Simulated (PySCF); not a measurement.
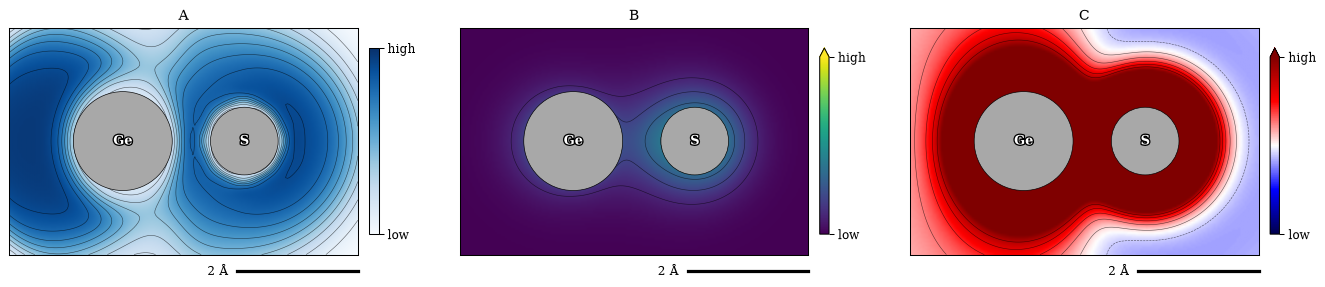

GeS: 3 fields on a plane that holds the molecular axis, with unlabelled colour scales. Grey discs cover the atomic cores.

The calculation used PBE0/cc-pVTZ(-PP), non-relativistic Hamiltonian with scalar-relativistic core potentials where named, at a bond length of 2.018 Å (PySCF).

Question: The panels show electron density, electron localisation function and electrostatic potential in some order. Assign them.

Answer: Panel A: electron localisation function. Panel B: electron density. Panel C: electrostatic potential (strongly positive close to the atoms and fading to about zero outside). From the grid: Ge–S (2.02 Å): the density is about 0.99 e/Å³ at the midpoint; the ELF peaks at about 0.80 in the valence shell of S, 0.9 Å from its nucleus, and is about 0.65 at the midpoint.
